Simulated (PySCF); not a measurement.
System: H$_{4}$P$_{2}$ (P2H4).

Input file:

```
{"job": {"kind": "nmr", "xc": "PBE0", "basis": "pcSseg-2"}, "charge": 0, "multiplicity": 1}
P      0.529227     0.932254    -0.345455
P     -0.521101    -0.925017     0.288187
H      1.366382     0.955359     0.803116
H      1.506836     0.232161    -1.104169
H     -1.393824    -0.926058    -0.834325
H     -1.466258    -0.222254     1.084673
```

Command:

```sh
OMP_NUM_THREADS=1 python probes_run.py task.json out
```

Geometry: PBE0-D3(BJ)/def2-TZVP.

All numbers below come from PBE0/pcSseg-2, SCF density, gas phase, non-relativistic in PySCF.

Q: Predict the electron density and electron localisation function between the atoms.

A: P–P (2.23 Å): ρ at the midpoint is about 0.78 e/Å³; the ELF peaks at about 0.95 between the atoms; a covalent bond.
P–H (1.42 Å): ρ at the midpoint is about 1.1 e/Å³; the ELF climbs to about 1 towards the hydrogen, as it does in any bond to H.

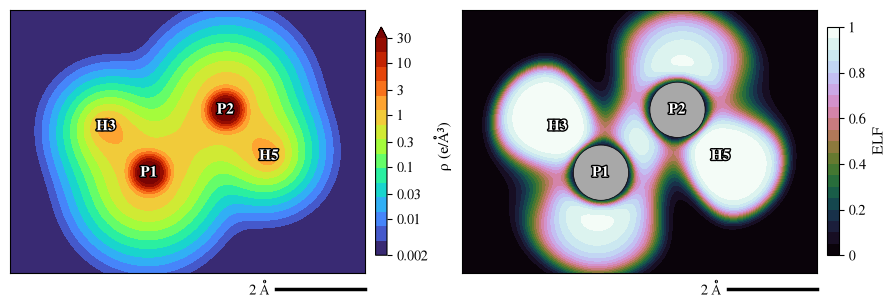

Computed electron density and electron localisation function on the plane of atoms P1, P2 and H5, in this order. Grey discs cover the atomic cores in the ELF map. 
